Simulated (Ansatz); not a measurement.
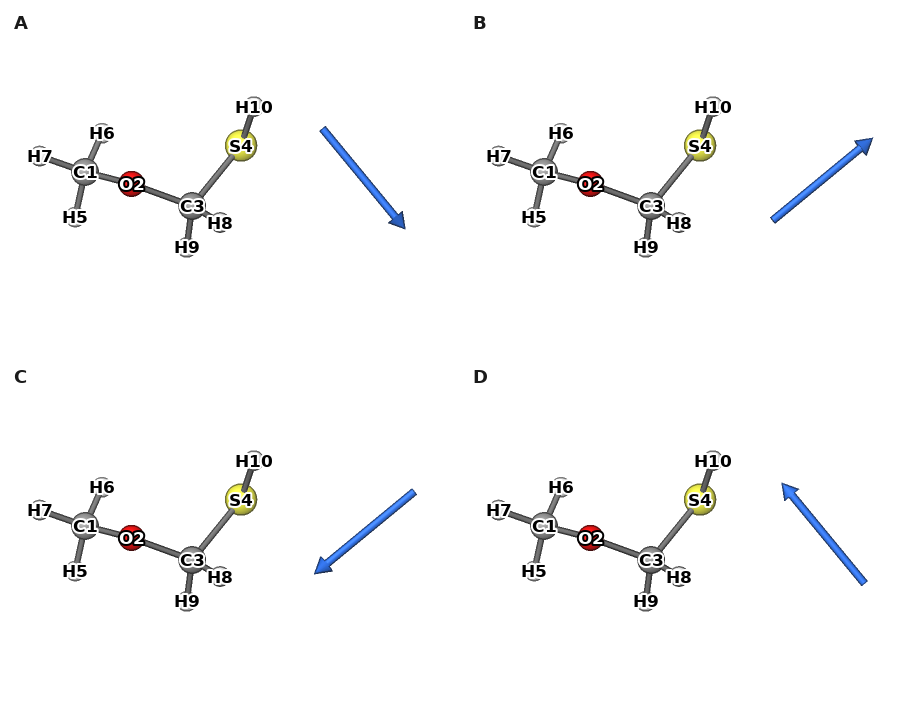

The same molecule four times, each with an arrow. The geometry was computed by an optimisation with PBE0-D4/def2-TZVP. No frequency run is at hand to confirm it as a minimum. Properties computed with RKS PBE0-D4/def2-TZVP (Ansatz 0.2.0).

Which arrow points along the dipole moment, from the negative to the positive end?

C. The dipole moment is 0.78 D; it points from the side of H10 to the side of H5, H7 (the outermost atoms at the two ends).
